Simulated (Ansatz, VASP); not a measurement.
## SnSe2 in two plane-wave programs

One calculation is typed for both programs; each brings its own data sets. How far apart do they land? Valence electrons are named where the data sets of a main pair hold unlike numbers.

Method: plane waves, with VASP 6.6.1 beside it; relaxation of cell and atoms at PBEsol and band structure at HSE06, in Ansatz 0.2.0.

### Step 1. Starting point

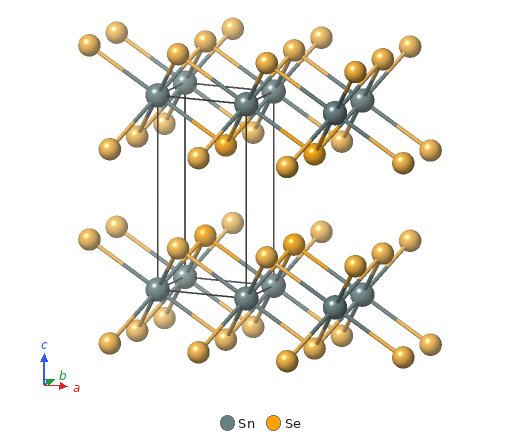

The cell as given, slightly off an axis (tin teal, selenium orange). 2×1×1 cells are drawn. Some periodic images of atoms are drawn too.

### Step 2. Ansatz: relaxation of cell and atoms, PBEsol

Ansatz runs on its default PAW (the set named soft_2) files.

The relaxed volume is the usual yardstick between codes: in a stiff, nearly cubic crystal its relative difference is about their pressure difference at one cell divided by the bulk modulus.

Input file input.yaml:

```yaml
crystal:
  lattice:
    - [3.811, 0.0, 0.0]
    - [-1.9055, 3.3004228138, 0.0]
    - [0.0, 0.0, 6.136]
  atoms:
    - { symbol: Sn, position: [0.0, 0.0, 0.0] }
    - { symbol: Se, position: [0.3333333333, 0.6666666667, 0.249] }
    - { symbol: Se, position: [0.6666666667, 0.3333333333, 0.751] }
hamiltonian:
  xc: pbesol
  pseudopotentials: { kind: paw }
kpoints:
  mp_grid: { grid: [7, 7, 4] }
scf:
  occupations: { method: gaussian, width: 0.05 }
relax:
  f_tol: 0.01
  max_steps: 60
  cell: { stress_tol: 0.05 }
output:
  forces: true
  stress: true
```

Command:

```console
$ ansatz run input.yaml --threads 4 --pin off --max-ram 9216MiB --backend cpu --events-out ev --progress --plain --runs-dir out
```

Numbers of over 12 decimals in the logs are rounded to 6 here.

The log of the run:

```text
Engine: ansatz 0.2.0, x86_64-unknown-linux-gnu
Pseudopotentials: kind: paw
Pseudopotential: Sn, paw, valence charge 14, recommended cutoff 420 eV (normal), Sn.paw.azcp
Pseudopotential: Se, paw, valence charge 16, recommended cutoff 420 eV (normal), Se.paw.azcp
Functional definition: PBEsol
  exchange = pbesol_x
  correlation = pbesol_c
Crystal: 3 atoms, lattice volume = 77.178 Å³
Basis set: ecut = 420 eV, 1485 PW (Γ), exchange–correlation on 54×54×90 points (8 copies of the dense FFT grid, shifted against one another)
Bands: 28, of which v1, the nominal top of the filled ones, is band 23 counted from 1 (22 counted from 0)
Symmetry: 12 space group operations
Space group: P-3m1 (ITA 164), of the structure as read, at distance tolerance 4.3e-5 Å
k-points: 28 of 196
Non-local potential: Sn, projectors of the file, l = 0: 2, l = 1: 2, l = 2: 2, l = 3: 2
Non-local potential: Se, projectors of the file, l = 0: 2, l = 1: 2, l = 2: 3, l = 3: 1
PAW form: soft (Blöchl's): semilocal exchange-correlation on the pseudo side does not see the compensation charge
PAW frozen core: Sn, regenerated for the run's functional, and the local potential with it (the file was generated under x = pbe(κ = 0.804, μ = 0.219515), c = pbe(β = 0.066725))
PAW frozen core: Se, regenerated for the run's functional, and the local potential with it (the file was generated under x = pbe(κ = 0.804, μ = 0.219515), c = pbe(β = 0.066725))
PAW one-centre angular grid: Sn, 590 points (default); XC on 64 Gauss nodes
PAW one-centre angular grid: Se, 590 points (default); XC on 64 Gauss nodes
Initial density: superposition of atomic densities (neutral atoms: chi_scale 0, normalization atom), corrected by the library's trained network
Initial wavefunctions: pseudopotential atomic-orbital guess
Functional: x = pbesol(κ = 0.804, μ = 0.123457), c = pbesol(β = 0.046)
SCF iter   1: F=—  HF=-16799.183140 eV  |F-HF|=—  |Δ(HF+E_count)|=         —  Δρ=2.19e-3  dr2=3.45e-3  ethr=1.77e-3  ⟨swp⟩=6.4  Hψ=3483  notcnv=0
preconditioner: auto → Resta (q_TF=auto, 2.503 Å⁻¹)  ε∞=2.8  [insulator: Δε(μ)=0.740 eV  Ē_g=16.134 eV  σ=0.050 eV  W_gap=1.00  n_scr=22 (ndim 8)  ℏωp=21.6 eV  f_vac=0.080  D(μ)=0.00/eV (n_scr^D=0)  ε∞_Penn≈2.8]
SCF iter   2: F=—  HF=-16799.180092 eV  |F-HF|=—  |Δ(HF+E_count)|=   3.05e-3  Δρ=1.09e-3  dr2=8.13e-4  ethr=7.49e-6  ⟨swp⟩=3.0  Hψ=1676  notcnv=0  defer=4
SCF iter   3: F=—  HF=-16799.180055 eV  |F-HF|=—  |Δ(HF+E_count)|=   3.66e-5  Δρ=3.23e-4  dr2=6.40e-5  ethr=1.77e-6  ⟨swp⟩=2.0  Hψ=1120  notcnv=0  defer=4
SCF iter   4: F=—  HF=-16799.180073 eV  |F-HF|=—  |Δ(HF+E_count)|=   1.78e-5  Δρ=1.19e-4  dr2=1.12e-5  ethr=1.39e-7  ⟨swp⟩=2.0  Hψ=1114  notcnv=0  defer=4
SCF iter   5: F=—  HF=-16799.180081 eV  |F-HF|=—  |Δ(HF+E_count)|=   8.18e-6  Δρ=2.42e-5  dr2=8.02e-7  ethr=2.43e-8  ⟨swp⟩=2.0  Hψ=939  notcnv=0  defer=4
SCF iter   6: F=—  HF=-16799.180082 eV  |F-HF|=—  |Δ(HF+E_count)|=   5.52e-7  Δρ=9.31e-6  dr2=1.00e-7  ethr=2.17e-10  ⟨swp⟩=5.0  Hψ=2966  notcnv=0
SCF iter   7: F=-16799.180082 eV  HF=-16799.180082 eV  |F-HF|=1.47e-8  |Δ(HF+E_count)|=   1.62e-7  Δρ=2.48e-6  dr2=6.45e-9  ethr=2.17e-10  ⟨swp⟩=4.1  Hψ=2440  notcnv=0
SCF 1 converged in 7 iterations: F = -16799.180082 eV  dr2 = 6.45e-9
  greatest PAW one-centre occupation: 1.000 electrons in one spin orbital (limit 2), on the Se atom at site 2 (counted from 0), in its partial waves of l = 2
relax step   1: F+E_penalty+E_count = -16799.18008192 eV  Δ(F+E_penalty+E_count) = +0.000e0 eV  max|allowed force component| = 5.981e-1 eV/Å  Δτ_max = 0.0000 Å  P = +2.516 GPa  Ω = 77.178 Å³  (7 SCF iters, dr2 threshold 1.00e-7 eV, accepted)
[...]
relax step   2: F+E_penalty+E_count = -16799.04350854 eV  Δ(F+E_penalty+E_count) = +1.366e-1 eV  max|allowed force component| = 1.131e0 eV/Å  Δτ_max = 0.1931 Å  P = -2.974 GPa  Ω = 76.270 Å³  energy of the carried Pulay correction = +2.358e-4 eV  (7 SCF iters, dr2 threshold 3.00e-7 eV, rejected (line search))
[...]
relax step   3: F+E_penalty+E_count = -16799.21517290 eV  Δ(F+E_penalty+E_count) = -3.509e-2 eV  max|allowed force component| = 6.615e-2 eV/Å  Δτ_max = 0.0643 Å  P = -0.312 GPa  Ω = 77.659 Å³  energy of the carried Pulay correction = -1.237e-4 eV  (10 SCF iters, accepted)
[...]
relax step   4: F+E_penalty+E_count = -16799.21572748 eV  Δ(F+E_penalty+E_count) = -5.546e-4 eV  max|allowed force component| = 4.323e-3 eV/Å  Δτ_max = 0.0068 Å  P = -0.023 GPa  Ω = 77.592 Å³  energy of the carried Pulay correction = -1.066e-4 eV  (4 SCF iters, dr2 threshold 3.00e-7 eV, accepted)
[...]
relax step   5: F+E_penalty+E_count = -16799.21574001 eV  Δ(F+E_penalty+E_count) = -1.253e-5 eV  max|allowed force component| = 1.283e-3 eV/Å  Δτ_max = 0.0020 Å  P = +0.006 GPa  Ω = 77.637 Å³  energy of the carried Pulay correction = -1.181e-4 eV  (7 SCF iters, accepted)
[...]
relax step   6: F+E_penalty+E_count = -16799.21584081 eV  Δ(F+E_penalty+E_count) = -1.008e-4 eV  max|allowed force component| = 1.222e-3 eV/Å  Δτ_max = 0.0000 Å  P = +0.003 GPa  Ω = 77.637 Å³  stress off target by 3.09e-2 GPa  SCF on the basis re-selected at this cell (its energy is not comparable with the rows above)  (6 SCF iters)
basis re-selected at this cell: Δ(F+E_penalty+E_count) = -1.008e-4 eV, ΔP = -0.003 GPa vs the last step (what re-selecting the basis moved, of the pressure what is left beyond the Pulay correction that the steps carried, after the strain that the cell walked since its last selection, with what the two solves' SCF thresholds leave and, on support functions, any second-order correction that the steps lacked; it is no m [...]
SCF converged after 6 iterations
Free energy (F): -16799.215841 eV
Harris-Foulkes:  -16799.215841 eV  (|F-HF|=3.27e-11)
Internal energy: -16799.215841 eV  (E = F + TS)
E sigma→0 (E₀):  -16799.215841 eV
Fermi energy:    8.236445 eV
--- Per-component energies (eV) ---
  E_band       = -866.318954
  E_kinetic    = 424.845410
  E_local      = -5997.224781  (includes V_loc(G=0)·N_el)
  E_nonlocal   = -1214.419310
  E_hartree    = 3069.277229
  E_xc         = -584.547181
  E_vxc        = -291.711204  (∫ρ·V_xc dr)
  E_paw        = -7805.406963  (= ΣΔE_a)
  E_vpaw       = 73.637457  (= ΣTr[D̂ρ^β])
  E_aug_tail   = -0.001228  (compensation charges beyond the density's cutoff)
  E_ewald      = -4694.040758
  E_core_change = 2.301741  (= ΣΔE_core)
  E_smearing   = -0.000000  (= −TS)
  E_closure    = -0.000000  (closes the sum)
  Σ components = -16799.215841   (vs F -16799.215841, Δ=0.00e0)
--- Forces (eV/Å), atoms counted from 1 ---
  atom   1  Sn     0.00000000    -0.00000000     0.00000000
  atom   2  Se    -0.00000000    -0.00000000     0.00122241
  atom   3  Se     0.00000000     0.00000000    -0.00122241
  max |Σ_I F_I| component: 4.63e-18 eV/Å
--- Stress (GPa, compression-positive) ---
       -0.010295      -0.000000       0.000000
       -0.000000      -0.010295      -0.000000
        0.000000      -0.000000       0.030861
  P = ⅓ Tr σ = 0.0034 GPa (0.034 kbar)
--- Relaxed structure (5 steps of the walk, 4 accepted, 1 SCFs on fresh bases) ---
  F+E_penalty+E_count = -16799.21584081 eV   max|allowed force component| = 1.222e-3 eV/Å   (the final SCF, on the basis selected at the relaxed cell)
  cell:  # Å, volume = 77.6369 Å³
    - [3.820476, 0, 1.6845091114841564e-18]
    - [-1.910238, 3.308630, -8.422545557420754e-19]
    - [2.712187853083715e-18, 0, 6.141899]
  atoms:
    - { symbol: Sn, position: [0, 0, 0] }
    - { symbol: Se, position: [0.333333, 0.666667, 0.258057] }
    - { symbol: Se, position: [0.666667, 0.333333, 0.741943] }
```

Wall time 4.3 s (4 threads of Intel Xeon Platinum 8375C at 2.90GHz (Ice Lake), shared host); peak memory 0.5 GiB; 15 s of CPU time.

### Step 3. VASP: relaxation of cell and atoms, PBEsol

The same cell, functional, mesh and smearing now go to VASP, with its own data sets.

Lines of VASP's logs that name or quote its potential files are left out, and so is its time.

Input file INCAR:

```
SYSTEM = SnSe2
PREC = Accurate
ENCUT = 400
EDIFF = 1E-06
NELM = 100
ISMEAR = 0
SIGMA = 0.05
LREAL = .FALSE.
ALGO = Normal
GGA = PS
NBANDS = 19
LORBIT = 11
LWAVE = .FALSE.
LCHARG = .FALSE.
KPAR = 2
IBRION = 2
NSW = 60
ISIF = 3
EDIFFG = -0.01
```

Input file POSCAR:

```
SnSe2
1.0
    3.8110000000      0.0000000000      0.0000000000
   -1.9055000000      3.3004228138      0.0000000000
    0.0000000000      0.0000000000      6.1360000000
Sn Se
1 2
Direct
    0.0000000000      0.0000000000      0.0000000000
    0.3333333333      0.6666666667      0.2490000000
    0.6666666667      0.3333333333      0.7510000000
```

Input file KPOINTS:

```
Automatic mesh
0
Gamma
7 7 4
0 0 0
```

The projector-augmented-wave data sets are Sn_d and Se (PBE family, release 64).

Command:

```console
$ mpirun -np 2 vasp_std
```

The log of the run:

```text
[banner, memory and clock lines left out]
running    2 mpi-ranks, on    1 nodes
 distrk:  each k-point on    1 cores,    2 groups
 distr:  one band on    1 cores,    1 groups

 POSCAR found type information on POSCAR SnSe
 POSCAR found :  2 types and       3 ions
|                                                                             |
|               ----> ADVICE to this user running VASP <----                  |
|                                                                             |
|     You enforced a specific xc type in the INCAR file but a different       |
|     [... a line on the potential file left out ...]
|     I HOPE YOU KNOW WHAT YOU ARE DOING!                                     |
|                                                                             |

 LDA part: xc-table for (Slater+PW92), standard interpolation
 POSCAR, INCAR and KPOINTS ok, starting setup
 FFT: planning ... GRIDC
 FFT: planning ... GRID_SOFT
 FFT: planning ... GRID
 WAVECAR not read
 entering main loop
       N       E                     dE             d eps       ncg     rms          rms(c)
DAV:   1     0.183010753340E+03    0.18301E+03   -0.10647E+04  1073   0.129E+03
DAV:   2     0.684783031426E+01   -0.17616E+03   -0.17088E+03  1157   0.348E+02
DAV:   3    -0.126128745042E+02   -0.19461E+02   -0.19157E+02  1333   0.108E+02
DAV:   4    -0.132104504224E+02   -0.59758E+00   -0.59675E+00  1272   0.199E+01
DAV:   5    -0.132245384888E+02   -0.14088E-01   -0.14087E-01  1483   0.314E+00    0.520E+00
DAV:   6    -0.129697553660E+02    0.25478E+00   -0.47044E-01  1596   0.811E+00    0.330E+00
DAV:   7    -0.129390638178E+02    0.30692E-01   -0.16185E-01  1361   0.292E+00    0.884E-01
DAV:   8    -0.129368864394E+02    0.21774E-02   -0.12214E-02  1395   0.119E+00    0.266E-01
DAV:   9    -0.129369396539E+02   -0.53214E-04   -0.11919E-03  1172   0.255E-01    0.766E-02
DAV:  10    -0.129369439817E+02   -0.43278E-05   -0.89393E-05  1391   0.639E-02    0.281E-02
DAV:  11    -0.129369580322E+02   -0.14051E-04   -0.20605E-05  1148   0.268E-02    0.486E-03
DAV:  12    -0.129369585170E+02   -0.48484E-06   -0.11404E-06   981   0.873E-03
   1 F= -.12936959E+02 E0= -.12936959E+02  d E =-.129370E+02
[... from here on, the cycles between the ionic steps are left out ...]
   2 F= -.12949193E+02 E0= -.12949193E+02  d E =-.122348E-01
   3 F= -.12969931E+02 E0= -.12969931E+02  d E =-.329726E-01
   6 F= -.12973645E+02 E0= -.12973645E+02  d E =-.371374E-02
   7 F= -.12973823E+02 E0= -.12973823E+02  d E =-.178082E-03
   8 F= -.12973904E+02 E0= -.12973904E+02  d E =-.259030E-03
   9 F= -.12973976E+02 E0= -.12973976E+02  d E =-.723391E-04
  10 F= -.12974183E+02 E0= -.12974183E+02  d E =-.279559E-03
  11 F= -.12974552E+02 E0= -.12974552E+02  d E =-.647601E-03
  12 F= -.12975094E+02 E0= -.12975094E+02  d E =-.119008E-02
  13 F= -.12975369E+02 E0= -.12975369E+02  d E =-.146515E-02
  14 F= -.12975404E+02 E0= -.12975404E+02  d E =-.149978E-02
  15 F= -.12975529E+02 E0= -.12975529E+02  d E =-.125160E-03
  16 F= -.12975543E+02 E0= -.12975543E+02  d E =-.138920E-03
 curvature:  -0.89 expect dE=-0.359E-04 dE for cont linesearch -0.406E-07
 trial: gam= 0.14826 g(F)=  0.233E-05 g(S)=  0.381E-04 ort = 0.348E-05 (trialstep = 0.103E+01)
 search vector abs. value=  0.473E-04
 bond charge predicted
       N       E                     dE             d eps       ncg     rms          rms(c)
DAV:   1    -0.129759013552E+02   -0.35804E-03   -0.82250E-03  1369   0.128E+00    0.105E-01
DAV:   2    -0.129756310676E+02    0.27029E-03   -0.53244E-04  1402   0.347E-01    0.478E-02
DAV:   3    -0.129755553038E+02    0.75764E-04   -0.23133E-04  1396   0.213E-01    0.109E-02
DAV:   4    -0.129755549512E+02    0.35257E-06   -0.13601E-05  1097   0.330E-02    0.513E-03
DAV:   5    -0.129755548533E+02    0.97933E-07   -0.48781E-07   547   0.104E-02
  17 F= -.12975555E+02 E0= -.12975555E+02  d E =-.122441E-04
 trial-energy change:   -0.000012  1 .order   -0.000007   -0.000042    0.000029
 step:   0.7134(harm=  0.6095)  dis= 0.00007  next Energy=   -12.975559 (dE=-0.165E-04)
 reached required accuracy - stopping structural energy minimisation
```

From OUTCAR (step 3):

```text
ion  position               nearest neighbor table
   1  0.000  0.000  0.000-   2 2.68   3 2.68   2 2.68   3 2.68   3 2.68   2 2.68
   2  0.333  0.667  0.249-   1 2.68   1 2.68   1 2.68
   3  0.667  0.333  0.751-   1 2.68   1 2.68   1 2.68

  LATTYP: Found a hexagonal cell.
 ALAT       =     3.8110000000
 C/A-ratio  =     1.6100760955

 Subroutine GETGRP returns: Found 12 space group operations
 (whereof 12 operations were pure point group operations)

The static configuration has the point symmetry D_3d.

 Found     28 irreducible k-points:

   k-points           NKPTS =     28   k-points in BZ     NKDIM =     28   number of bands    NBANDS=     19

   dimension x,y,z NGX =    28 NGY =   28 NGZ =   40
   dimension x,y,z NGXF=    56 NGYF=   56 NGZF=   80

   ENCUT  =  400.0 eV  29.40 Ry    5.42 a.u.   6.21  6.21 10.01*2*pi/ulx,y,z

   NELECT =      26.0000    total number of electrons

 k-points in reciprocal lattice and weights: Automatic mesh
   0.00000000  0.00000000  0.00000000       0.005
   0.14285714  0.00000000  0.00000000       0.031
   0.28571429 -0.00000000  0.00000000       0.031
   0.42857143 -0.00000000  0.00000000       0.031
   0.14285714  0.14285714  0.00000000       0.031
   0.28571429  0.14285714  0.00000000       0.061
   0.42857143  0.14285714  0.00000000       0.031
   0.28571429  0.28571429  0.00000000       0.031
   0.00000000  0.00000000  0.25000000       0.010
[...]
0.42857143  0.14285714  0.50000000       0.031
   0.28571429  0.28571429  0.50000000       0.031

 average (electrostatic) potential at core
       1-102.4999       2 -53.3509       3 -53.3509

 E-fermi :   4.2916

 k-point     1 :       0.0000    0.0000    0.0000
  band No.  band energies     occupation
    ...
      9       3.4715      2.00000
     10       3.4715      2.00000
     11       3.7059      2.00000
     12       3.7059      2.00000
     13       3.9583      2.00000
     14       4.9052      0.00000
     15       7.0093      0.00000
     16       8.6333      0.00000
     17       8.6333      0.00000
     18      12.0571      0.00000
    ...

 k-point     2 :       0.1429    0.0000    0.0000
  band No.  band energies     occupation
    ...
      9       1.7511      2.00000
     10       2.7186      2.00000
     11       2.7922      2.00000
     12       3.9753      2.00000
     13       4.0195      2.00000
     14       6.1016      0.00000
     15       7.6560      0.00000
     16       8.4731      0.00000
     17       8.9455      0.00000
     18      11.3794      0.00000
    ...

 k-point     3 :       0.2857   -0.0000    0.0000
  band No.  band energies     occupation
    ...
      9       0.2439      2.00000
     10       1.3896      2.00000
     11       2.0266      2.00000
     12       3.6242      2.00000
     13       3.9245      2.00000
     14       5.7231      0.00000
     15       7.8427      0.00000
     16       9.2487      0.00000
     17       9.6461      0.00000
     18      10.2501      0.00000
    ...

  Total        0.0217433      0.0217433      0.0161226     -0.0000000      0.0000000      0.0000000
  in kB        0.4493235      0.4493235      0.3331722     -0.0000000      0.0000000      0.0000000
  external PRESSURE =       0.4106064 kB  Pullay stress =       0.0000000 kB

  energy-cutoff  :      400.00
  volume of cell :       77.53
      direct lattice vectors                 reciprocal lattice vectors
     3.820297908 -0.000000000  0.000000000     0.261759691  0.151127028 -0.000000000
    -1.910148954  3.308475038 -0.000000000     0.000000000  0.302254056 -0.000000000
    -0.000000000  0.000000000  6.134106409    -0.000000000 -0.000000000  0.163022930

 POSITION                                       TOTAL-FORCE (eV/Angst)
 -----------------------------------------------------------------------------------
      0.00000      0.00000      0.00000         0.000000     -0.000000      0.000000
     -0.00000      2.20565      1.58696        -0.000000      0.000000      0.003607
      1.91015      1.10283      4.54714         0.000000     -0.000000     -0.003607
 -----------------------------------------------------------------------------------
    total drift:                               -0.000000      0.000000      0.000000

  FREE ENERGIE OF THE ION-ELECTRON SYSTEM (eV)
  ---------------------------------------------------
  free  energy   TOTEN  =       -12.9755548533 eV

  energy  without entropy=      -12.9755548533  energy(sigma->0) =      -12.97555485

 reached required accuracy - stopping structural energy minimisation

 total charge
# of ion       s       p       d       tot
------------------------------------------
    1        1.062   1.027  10.098  12.187
    2        1.488   2.290   0.028   3.806
    3        1.488   2.290   0.028   3.806
--------------------------------------------------
tot          4.038   5.607  10.154  19.799

[... 3 further parts left out ...]
```

CONTCAR:

```
SnSe2
   1.00000000000000
     3.8202979080620802   -0.0000000000000000    0.0000000000000002
    -1.9101489540310401    3.3084750383836603   -0.0000000000000000
    -0.0000000000000000    0.0000000000000003    6.1341064093134170
  Sn              Se
     1     2
Direct
     0.0000000000000000    0.0000000000000000    0.0000000000000000
     0.3333333332999970    0.6666666667000030    0.2587113851967813
     0.6666666667000030    0.3333333332999970    0.7412886148032186
```

The gap is read on the k-mesh alone, so it is an upper bound where the band edges lie off the mesh. The bonds form layers, held to each other by dispersion, which PBEsol lacks, so the spacing between them is unreliable. The run keeps the 12 symmetry operations of its start, so it cannot find a distortion of lower symmetry.

### Step 4. Side by side

Known differences besides the potentials themselves: both relaxations stop at a tolerance, which leaves soft axes loose, and VASP keeps its plane-wave basis; the data sets hold 46 valence electrons in Ansatz (on its default PAW (the set named soft_2) files) and 26 in VASP; the cutoff is 420 eV in Ansatz and 400 eV in VASP; Ansatz makes its cores anew for this functional, VASP keeps those of its PBE data sets; VASP leaves aspherical gradient terms in its spheres out (LASPH is not set), Ansatz keeps them; Ansatz adds a Pulay correction to the stress that steers its cell, VASP none. Total energies have different zeros and are not compared.

Both answers:

| quantity | Ansatz | VASP | difference |
| --- | --- | --- | --- |
| volume (Å³) | 77.64 | 77.53 | +0.14 % |
| edge a after relaxation, in the typed setting (Å) | 3.821 | 3.820 | +0.01 % |
| edge c after relaxation, in the typed setting (Å) | 6.142 | 6.134 | +0.13 % |

The walks stopped with 0.00 GPa left in Ansatz and 0.04 GPa in VASP; each walk ends within a tolerance, so the volume difference is uncertain by about these residues over the bulk modulus, most in soft cells.

[end of part 1 of 2]

[Lines on the potential files, build, host, timing and source positions are cut from VASP's logs without a mark.]

[Logs are printed without paths, hosts, clocks, repeated set-up lines and the standing remarks that a program may print on its own settings, such as how far it seeks lower states.]

[Hosts, paths, dates, database ids (printed as entryN), source tags and the programs' standing remarks are cut or masked in the printed files.]
